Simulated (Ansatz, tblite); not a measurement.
# WBr6: rung by rung

How do method and basis change the picture of WBr6 (singlet)?

Program: Ansatz 0.2.0, Gaussian basis. Level of theory: as each input shows. These are calculated values, not measurements.

Levels to be run: GFN1-xTB, GFN2-xTB, PBE-D4/def2-TZVP, r2SCAN-D4/def2-TZVP, PBE-QIDH/def2-TZVP, B2PLYP/def2-TZVP, PBE-D4/def2-SVP, PBE0-D4/def2-SVP, PBE-D4/def2-TZVPD, MP2/def2-SVP, RPA/def2-SVP.

16 further runs of the same task are left out: 15 that didn't finish, 1 set aside as unsound or not needed. Runs told in other sessions of the task aren't counted.

## Step 1: The structure

The singlet was relaxed beforehand with PBE-D4/def2-SVP.

7 atoms, charge 0, spin multiplicity 1.

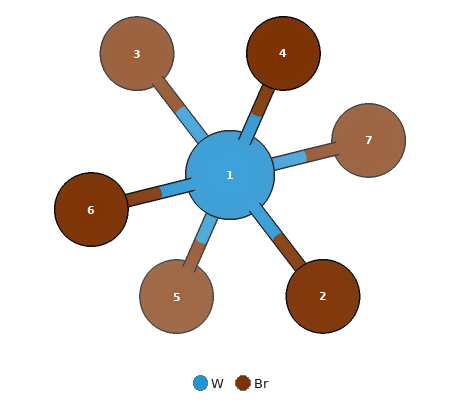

The structure; tungsten blue, bromine brown; atoms are numbered from 1 in the order of the file.

Formally the metal is d0. W takes a core potential in the def2 sets. No spin-orbit coupling is included.

PBE0-D4/def2-TZVP was run before; its log isn't repeated, and its numbers join the tables.

## Step 2: GFN1-xTB

Tight binding, by tblite at 300 K electronic temperature and without a spin-polarisation term:

```python
tblite.interface.Calculator('GFN1-xTB', numbers, positions, charge=0, uhf=0).singlepoint()
```

Energy -700.8564 eV, HOMO -11.78 eV, LUMO -9.77 eV; 0.01 s.

## Step 3: GFN2-xTB

Tight binding, by tblite at 300 K electronic temperature and without a spin-polarisation term:

```python
tblite.interface.Calculator('GFN2-xTB', numbers, positions, charge=0, uhf=0).singlepoint()
```

Energy -744.6345 eV, HOMO -12.91 eV, LUMO -10.38 eV; 0.012 s.

## Step 4: PBE-D4/def2-TZVP

start.molden holds the orbitals of an earlier run on this state, given as this run's starting guess.

Contents of in.yaml:

```yaml
crystal:
  periodic: [false, false, false]
  atoms:
    - {symbol: W, position_ang: [-0.000010, -0.000014, -0.000043]}
    - {symbol: Br, position_ang: [-0.017275, -0.009853, 2.489020]}
    - {symbol: Br, position_ang: [0.017291, 0.009862, -2.489069]}
    - {symbol: Br, position_ang: [2.489057, 0.004096, 0.016869]}
    - {symbol: Br, position_ang: [-2.489078, -0.004081, -0.016832]}
    - {symbol: Br, position_ang: [-0.005234, 2.489104, 0.008420]}
    - {symbol: Br, position_ang: [0.005249, -2.489113, -0.008375]}
basis:
  gaussian: {orbitals: def2-TZVP, initial_orbitals: start.molden}
hamiltonian: {xc: pbe, dispersion: d4}
scf: {omitted_lower_state_checks: [starts]}
output: {forces: true, orbitals: {seedname: orbitals}}
```

On the command line:

```console
$ ansatz run in.yaml --threads 4 --pin off --events-out ev --progress --plain --max-ram 4787MiB
```

Output:

```text
Functional definition: PBE
  name "PBE"
  cite "Perdew, Burke & Ernzerhof, Phys. Rev. Lett. 77, 3865 (1996) doi:10.1103/PhysRevLett.77.3865"
  parent pbe
  parameter kappa = 0.804
  parameter beta = 0.06672455060314922
  exchange = pbe_x(kappa = kappa, mu = beta*pi^2/3)
  correlation = pbe_c(beta = beta)
these checks for a lower state are left out or cut short: starts
2580 factors; their error is unknown
mean field evaluation 1: about -422048.8736 eV, gradient 2.0e1 eV
mean field evaluation 2: about -422049.1492 eV, gradient 3.6e-1 eV
mean field evaluation 4: about -422049.0314 eV, gradient 1.3e-1 eV
mean field evaluation 8: about -422049.0314 eV, gradient 1.8e-5 eV
mean field -422049.03137111 eV, -15510.0158277799 hartree, gradient 1.8e-5 eV, S^2 0.000000; 0 other end points of the search recorded, 0 dependent functions left out
the calculation of the forces begins
reference -422049.03141666 eV, -15510.0158294540 hartree; 112, 112 occupied and 216, 216 virtual orbitals, 2580 factors
Total energy: -422049.66403458 eV, -15510.0390777337 hartree
Atom 0 at    -0.000010    -0.000014    -0.000043 Å, force     0.000048     0.000200     0.000456 eV/Å
Atom 1 at    -0.017275    -0.009853     2.489020 Å, force     0.001958     0.003577    -0.151974 eV/Å
Atom 2 at     0.017291     0.009862    -2.489069 Å, force    -0.002032    -0.003630     0.151941 eV/Å
Atom 3 at     2.489057     0.004096     0.016869 Å, force    -0.151976     0.002027    -0.000179 eV/Å
Atom 4 at    -2.489078    -0.004081    -0.016832 Å, force     0.152074    -0.002085    -0.000028 eV/Å
Atom 5 at    -0.005234     2.489104     0.008420 Å, force     0.002573    -0.152067     0.002395 eV/Å
Atom 6 at     0.005249    -2.489113    -0.008375 Å, force    -0.002645     0.151979    -0.002610 eV/Å
Dipole moment:    -0.000013    -0.000038    -0.000094 e Å
Checks for a lower state left out: starts
```

Wall time 13 s (4 threads of Arm Neoverse V2, shared host); peak memory 0.87 GiB.

From the report: HOMO -7.07 eV, LUMO -5.64 eV.

## Step 5: r2SCAN-D4/def2-TZVP

Changes to in.yaml since step 4:

```diff
@@ -12,4 +12,4 @@
   gaussian: {orbitals: def2-TZVP, initial_orbitals: start.molden}
-hamiltonian: {xc: pbe, dispersion: d4}
+hamiltonian: {xc: r2scan, dispersion: d4}
 scf: {omitted_lower_state_checks: [starts]}
-output: {forces: true, orbitals: {seedname: orbitals}}
+output: {orbitals: {seedname: orbitals}}
```

The command is unchanged.

Output:

```text
Functional definition: r2SCAN
  name "r2SCAN"
  cite "Furness, Kaplan, Ning, Perdew & Sun, J. Phys. Chem. Lett. 11, 8208 (2020) doi:10.1021/acs.jpclett.0c02405"
  cite "Furness, Kaplan, Ning, Perdew & Sun, J. Phys. Chem. Lett. 11, 9248 (2020) doi:10.1021/acs.jpclett.0c03077"
  parent r2scan
  parameter k0 = 0.174
  parameter k1 = 0.065
  parameter a1 = 4.9479
  exchange = r2scan_x(k0 = k0, k1 = k1, a1 = a1)
  correlation = r2scan_c
these checks for a lower state are left out or cut short: starts
2580 factors; their error is unknown
mean field evaluation 1: about -422109.4962 eV, gradient 1.6e1 eV
mean field evaluation 2: about -422109.6299 eV, gradient 2.1e-1 eV
mean field evaluation 4: about -422109.4933 eV, gradient 4.3e-4 eV
mean field -422109.49331813 eV, -15512.2377633504 hartree, gradient 2.1e-5 eV, S^2 0.000000; 0 other end points of the search recorded, 0 dependent functions left out
reference -422109.49333003 eV, -15512.2377637877 hartree; 112, 112 occupied and 216, 216 virtual orbitals, 2580 factors
Total energy: -422109.62714750 eV, -15512.2426814892 hartree
Checks for a lower state left out: starts
```

It took 22 s on 4 threads of Arm Neoverse V2, shared host; peak memory 0.92 GiB.

HOMO -7.42 eV, LUMO -5.80 eV.

## Step 6: PBE-QIDH/def2-TZVP

Changes to in.yaml since step 5:

```diff
@@ -12,4 +12,3 @@
   gaussian: {orbitals: def2-TZVP, initial_orbitals: start.molden}
-hamiltonian: {xc: r2scan, dispersion: d4}
+hamiltonian: {xc: {name: PBE-QIDH}}
 scf: {omitted_lower_state_checks: [starts]}
-output: {orbitals: {seedname: orbitals}}
```

Same command.

Output, cut to the lines that bear on the results:

```text
Functional definition: PBE-QIDH
  name "PBE-QIDH"
  cite "Brémond, Sancho-García, Pérez-Jiménez & Adamo, J. Chem. Phys. 141, 031101 (2014) doi:10.1063/1.4890314"
  cite "Perdew, Burke & Ernzerhof, Phys. Rev. Lett. 77, 3865 (1996) doi:10.1103/PhysRevLett.77.3865"
[...]
2304 factors; integrals over basis functions are off by at most 1.1e-3 eV
[...]
mean field -421985.34392850 eV, -15507.6753574329 hartree, gradient 2.5e-6 eV, S^2 0.000000; 0 other end points of the search recorded, 0 dependent functions left out
54 core orbitals not correlated: weight in the atoms' cores, before any rotation towards them, 1.000 or more for the frozen orbitals, at most 0.000 for the correlated occupied ones
reference -421985.34394230 eV, -15507.6753579400 hartree; 58, 58 occupied and 216, 216 virtual orbitals, 2304 factors
second order -66.77398725 eV of doubles, -0.00000000 eV of singles
Total energy: -422007.60193805 eV, -15508.4933241969 hartree
Checks for a lower state left out: starts
```

Wall time 49 s (4 threads of Arm Neoverse V2, shared host); peak memory 1.9 GiB.

## Step 7: B2PLYP/def2-TZVP

Changes to in.yaml since step 6:

```diff
@@ -12,3 +12,3 @@
   gaussian: {orbitals: def2-TZVP, initial_orbitals: start.molden}
-hamiltonian: {xc: {name: PBE-QIDH}}
+hamiltonian: {xc: {name: B2PLYP}}
 scf: {omitted_lower_state_checks: [starts]}
```

Launched as before.

Output, cut to the lines that bear on the results:

```text
Functional definition: B2PLYP
  name "B2PLYP"
  cite "Grimme, J. Chem. Phys. 124, 034108 (2006) doi:10.1063/1.2148954"
  cite "Becke, Phys. Rev. A 38, 3098 (1988) doi:10.1103/PhysRevA.38.3098"
  cite "Lee, Yang & Parr, Phys. Rev. B 37, 785 (1988) doi:10.1103/PhysRevB.37.785"
[...]
2304 factors; integrals over basis functions are off by at most 1.1e-3 eV
[...]
mean field -422024.66659283 eV, -15509.1204386934 hartree, gradient 3.1e-6 eV, S^2 0.000000; 0 other end points of the search recorded, 0 dependent functions left out
54 core orbitals not correlated: weight in the atoms' cores, before any rotation towards them, 1.000 or more for the frozen orbitals, at most 0.000 for the correlated occupied ones
reference -422024.66679793 eV, -15509.1204462305 hartree; 58, 58 occupied and 216, 216 virtual orbitals, 2304 factors
second order -72.28532355 eV of doubles, -0.00000000 eV of singles
Total energy: -422044.18383529 eV, -15509.8376841244 hartree
Checks for a lower state left out: starts
```

Wall time 43 s (4 threads of Arm Neoverse V2, shared host); peak memory 1.9 GiB.

## Step 8: PBE-D4/def2-SVP

Changes to in.yaml since step 7:

```diff
@@ -11,4 +11,5 @@
 basis:
-  gaussian: {orbitals: def2-TZVP, initial_orbitals: start.molden}
-hamiltonian: {xc: {name: B2PLYP}}
+  gaussian: {orbitals: def2-SVP, initial_orbitals: start.molden}
+hamiltonian: {xc: pbe, dispersion: d4}
 scf: {omitted_lower_state_checks: [starts]}
+output: {orbitals: {seedname: orbitals}}
```

The command is unchanged.

Output:

```text
Functional definition: PBE
  name "PBE"
  cite "Perdew, Burke & Ernzerhof, Phys. Rev. Lett. 77, 3865 (1996) doi:10.1103/PhysRevLett.77.3865"
  parent pbe
  parameter kappa = 0.804
  parameter beta = 0.06672455060314922
  exchange = pbe_x(kappa = kappa, mu = beta*pi^2/3)
  correlation = pbe_c(beta = beta)
these checks for a lower state are left out or cut short: starts
2377 factors; their error is unknown
mean field evaluation 1: about -421997.2962 eV, gradient 2.4e1 eV
mean field evaluation 2: about -421997.9325 eV, gradient 7.0e-1 eV
mean field evaluation 4: about -421997.6243 eV, gradient 1.5e-1 eV
mean field -421997.62431460 eV, -15508.1266532984 hartree, gradient 2.7e-5 eV, S^2 0.000000; 0 other end points of the search recorded, 0 dependent functions left out
reference -421997.62437364 eV, -15508.1266554681 hartree; 112, 112 occupied and 112, 112 virtual orbitals, 2377 factors
Total energy: -421998.25699156 eV, -15508.1499037477 hartree
Checks for a lower state left out: starts
```

It took 5.5 s on 4 threads of Arm Neoverse V2, shared host.

From the report: HOMO -7.03 eV, LUMO -5.64 eV.

## Step 9: PBE0-D4/def2-SVP

Changes to in.yaml since step 8:

```diff
@@ -12,3 +12,3 @@
   gaussian: {orbitals: def2-SVP, initial_orbitals: start.molden}
-hamiltonian: {xc: pbe, dispersion: d4}
+hamiltonian: {xc: pbe0, dispersion: d4}
 scf: {omitted_lower_state_checks: [starts]}
```

The command is unchanged.

Output:

```text
Functional definition: PBE0
  name "PBE0"
  cite "Adamo & Barone, J. Chem. Phys. 110, 6158 (1999) doi:10.1063/1.478522"
  cite "Perdew, Burke & Ernzerhof, Phys. Rev. Lett. 77, 3865 (1996) doi:10.1103/PhysRevLett.77.3865"
  parent pbe
  parameter a = 0.25
  parameter kappa = 0.804
  parameter beta = 0.06672455060314922
  exchange = (1 - a)*pbe_x(kappa = kappa, mu = beta*pi^2/3) + a*exact_x
  correlation = pbe_c(beta = beta)
these checks for a lower state are left out or cut short: starts
2135 factors; integrals over basis functions are off by at most 7.2e-4 eV
mean field evaluation 1: about -422009.2767 eV, gradient 1.9e1 eV
mean field evaluation 2: about -422009.5866 eV, gradient 3.9e-1 eV
mean field evaluation 4: about -422009.6790 eV, gradient 8.3e-4 eV
mean field -422009.67902981 eV, -15508.5696559112 hartree, gradient 1.8e-5 eV, S^2 0.000000; 0 other end points of the search recorded, 0 dependent functions left out
reference -422009.67907309 eV, -15508.5696575016 hartree; 112, 112 occupied and 112, 112 virtual orbitals, 2135 factors
Total energy: -422010.23520520 eV, -15508.5900949799 hartree
Checks for a lower state left out: starts
```

It took 13 s on 4 threads of Arm Neoverse V2, shared host; peak memory 1 GiB.

Report: HOMO -8.30 eV, LUMO -5.38 eV.

## Step 10: PBE-D4/def2-TZVPD

Changes to in.yaml since step 9:

```diff
@@ -11,4 +11,4 @@
 basis:
-  gaussian: {orbitals: def2-SVP, initial_orbitals: start.molden}
-hamiltonian: {xc: pbe0, dispersion: d4}
+  gaussian: {orbitals: def2-TZVPD, initial_orbitals: start.molden}
+hamiltonian: {xc: pbe, dispersion: d4}
 scf: {omitted_lower_state_checks: [starts]}
```

Launched as before.

Output:

```text
Functional definition: PBE
  name "PBE"
  cite "Perdew, Burke & Ernzerhof, Phys. Rev. Lett. 77, 3865 (1996) doi:10.1103/PhysRevLett.77.3865"
  parent pbe
  parameter kappa = 0.804
  parameter beta = 0.06672455060314922
  exchange = pbe_x(kappa = kappa, mu = beta*pi^2/3)
  correlation = pbe_c(beta = beta)
these checks for a lower state are left out or cut short: starts
2866 factors; their error is unknown
mean field evaluation 1: about -422048.7624 eV, gradient 2.8e1 eV
mean field evaluation 2: about -422049.1218 eV, gradient 5.8e-1 eV
mean field evaluation 4: about -422049.1175 eV, gradient 1.7e-1 eV
mean field -422049.11749846 eV, -15510.0189929018 hartree, gradient 3.4e-5 eV, S^2 0.000000; 0 other end points of the search recorded, 0 dependent functions left out
reference -422049.11758623 eV, -15510.0189961272 hartree; 112, 112 occupied and 273, 273 virtual orbitals, 2866 factors
Total energy: -422049.75020415 eV, -15510.0422444069 hartree
Checks for a lower state left out: starts
```

Wall time 17 s (4 threads of Arm Neoverse V2, shared host); peak memory 1.4 GiB.

From the report: HOMO -7.09 eV, LUMO -5.66 eV.

## Step 11: MP2/def2-SVP

Changes to in.yaml since step 10:

```diff
@@ -11,4 +11,4 @@
 basis:
-  gaussian: {orbitals: def2-TZVPD, initial_orbitals: start.molden}
-hamiltonian: {xc: pbe, dispersion: d4}
+  gaussian: {orbitals: def2-SVP, initial_orbitals: start.molden}
+correlation: {method: mp2}
 scf: {omitted_lower_state_checks: [starts]}
```

The command is unchanged.

Output:

```text
Functional definition: HF
  name "HF"
  cite "Fock, Z. Phys. 61, 126 (1930) doi:10.1007/BF01340294"
  parent pbe
  exchange = exact_x
  correlation = 0
these checks for a lower state are left out or cut short: starts
2135 factors; integrals over basis functions are off by at most 7.2e-4 eV
mean field evaluation 1: about -421749.7033 eV, gradient 3.7e1 eV
mean field evaluation 2: about -421751.4780 eV, gradient 2.2e0 eV
mean field evaluation 4: about -421751.8739 eV, gradient 1.1e0 eV
mean field evaluation 8: about -421751.8778 eV, gradient 2.1e-4 eV
mean field -421751.87781054 eV, -15499.0956358469 hartree, gradient 4.3e-6 eV, S^2 0.000000; 0 other end points of the search recorded, 0 dependent functions left out
54 core orbitals not correlated: weight in the atoms' cores, before any rotation towards them, 1.000 or more for the frozen orbitals, at most 0.000 for the correlated occupied ones
reference -421751.87781054 eV, -15499.0956358469 hartree; 58, 58 occupied and 112, 112 virtual orbitals, 2135 factors
second order -50.10701689 eV of doubles, -0.00000000 eV of singles
Total energy: -421801.98482743 eV, -15500.9370347540 hartree
Checks for a lower state left out: starts
```

Wall time 17 s (4 threads of Arm Neoverse V2, shared host); peak memory 1.1 GiB.

Report: Hartree-Fock HOMO -11.10 eV, LUMO -2.95 eV.

## Step 12: RPA/def2-SVP

Changes to in.yaml since step 11:

```diff
@@ -12,4 +12,4 @@
   gaussian: {orbitals: def2-SVP, initial_orbitals: start.molden}
-correlation: {method: mp2}
+hamiltonian: {xc: pbe}
+correlation: {method: rpa}
 scf: {omitted_lower_state_checks: [starts]}
-output: {orbitals: {seedname: orbitals}}
```

The command is unchanged.

Output, cut to the lines that bear on the results:

```text
Functional definition: PBE
  name "PBE"
  cite "Perdew, Burke & Ernzerhof, Phys. Rev. Lett. 77, 3865 (1996) doi:10.1103/PhysRevLett.77.3865"
  parent pbe
[...]
2135 factors; integrals over basis functions are off by at most 7.2e-4 eV
[...]
mean field -421997.62431288 eV, -15508.1266532350 hartree, gradient 2.5e-6 eV, S^2 0.000000; 0 other end points of the search recorded, 0 dependent functions left out
54 core orbitals not correlated: weight in the atoms' cores, before any rotation towards them, 1.000 or more for the frozen orbitals, at most 0.000 for the correlated occupied ones
reference -421748.62533741 eV, -15498.9761096642 hartree; 58, 58 occupied and 112, 112 virtual orbitals, 2135 factors
Total energy: -421817.14041451 eV, -15501.4939923064 hartree
Checks for a lower state left out: starts
```

Wall time 16 s (4 threads of Arm Neoverse V2, shared host); peak memory 0.92 GiB.

## Step 13: Levels side by side

| level | functions | HOMO (eV) | LUMO (eV) | gap (eV) | time |
| --- | --- | --- | --- | --- | --- |
| PBE-D4/def2-SVP | 224 | -7.03 | -5.64 | 1.40 | 5.5 s |
| PBE-D4/def2-TZVP | 328 | -7.07 | -5.64 | 1.42 | 13 s |
| PBE-D4/def2-TZVPD | 385 | -7.09 | -5.66 | 1.42 | 17 s |
| r2SCAN-D4/def2-TZVP | 328 | -7.42 | -5.80 | 1.62 | 22 s |
| PBE0-D4/def2-SVP | 224 | -8.30 | -5.38 | 2.92 | 13 s |
| PBE0-D4/def2-TZVP | 328 | -8.28 | -5.29 | 2.99 | 28 s |

The pieces so far (eV):

| basis | HF | MP2 correlation | total |
| --- | --- | --- | --- |
| def2-SVP | -421751.8778 | -50.1070 | -421801.9848 (MP2) |

## Step 14: Binding energy

Free atoms were run apart at each level; binding is atoms less cluster, divided by the number of atoms, without zero-point or spin-orbit terms.

| level | binding an atom (eV) |
| --- | --- |
| HF/def2-SVP | 1.116 |
| B2PLYP/def2-TZVP | 2.686 |
| MP2/def2-SVP | 2.719 |

## Step 15: What came out

| quantity | value |
| --- | --- |
| gap in def2-TZVP, named functionals, smallest and largest | 1.42 eV (PBE-D4), 2.99 eV (PBE0-D4) |
| correlation energy, MP2/def2-SVP | -50.11 eV |
| binding an atom, B2PLYP/def2-TZVP | 2.69 eV |
| PBE0 total energy, smallest basis above largest | 51.55 eV (def2-SVP, def2-TZVP) |

In words: Over the named functionals in def2-TZVP the gap runs from 1.42 eV (PBE-D4) to 2.99 eV (PBE0-D4); exact exchange widens it.

The slowest run with a step of its own, PBE-QIDH/def2-TZVP, took 49 s; the quickest functional in def2-TZVP took 13 s (shared host).
